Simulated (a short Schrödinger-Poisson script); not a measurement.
System: MOS inversion layer, SiO2 on p-type Si(100), at 300 K.

| layer | material | thickness (nm) | Na (cm⁻³) |
|---|---|---|---|
| 1 | SiO2 | 2.8 | - |
| 2 | Si | 1700 | 1.6e16 |

Constants are typed, rounded textbook-type inputs, not results; the design itself was drawn at random and stands for no fabricated device. SiO2: permittivity 3.9, conduction-band edge (eV) 3.15, gap (eV) 9, electron mass (mₑ) 0.5. Si: permittivity 11.7, conduction-band edge (eV) 0, gap (eV) 1.124, Nv at 300 K (cm⁻³) 3.1e19.

Channel valleys (confinement mass, in-plane density-of-states mass, number): Δ2 0.916, 0.19, 2; Δ4 0.19, 0.417, 4. At the gate the conduction-band edge of layer 1 lies 3.28 eV − eVg above the Fermi level of the channel; the field vanishes at the back. Gaps are held at their typed values at every temperature. Mesh 0.03 nm at interfaces.

Solved with a short Schrödinger-Poisson script written for these runs: 1D Poisson equation in equilibrium, electrons quantum, Hartree (BenDaniel-Duke, 12 states a valley, the channel's in-plane mass for all, wave functions free to enter the dielectric), parabolic valleys, classical holes, full ionisation, no traps, pinning or gate leakage.

Only gate voltages with over 1e8 electrons/cm² are shown.

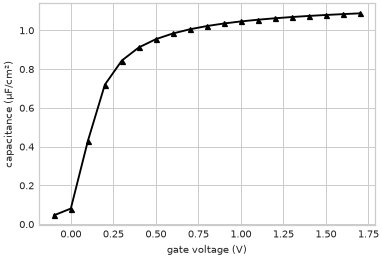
Fig. 1. Quasi-static capacitance against gate voltage

```csv
Vg (V),electrons (cm⁻²),C (μF/cm²),Δ2 E0 (meV),Δ2 E1 (meV),Δ4 E0 (meV),Δ4 E1 (meV)
-0.1,2.04e8,0.0455,301.6,320.4,317.2,348.5
0.1,1.28e11,0.429,130.8,153.3,149.3,185.4
0.3,9.82e11,0.844,68.3,102.1,95.7,141.6
0.5,2.11e12,0.955,40.9,85.2,76.4,129.8
0.7,3.34e12,1.01,23.2,76.4,65.3,124.4
0.9,4.61e12,1.04,10.0,70.7,57.6,121.3
1.1,5.92e12,1.05,-0.9,66.7,51.7,119.2
1.3,7.25e12,1.07,-10.3,63.6,46.8,117.8
1.5,8.59e12,1.08,-18.7,61.1,42.5,116.7
1.7,9.94e12,1.09,-26.3,59.1,38.7,115.8
```

Subbands count from the Fermi level.
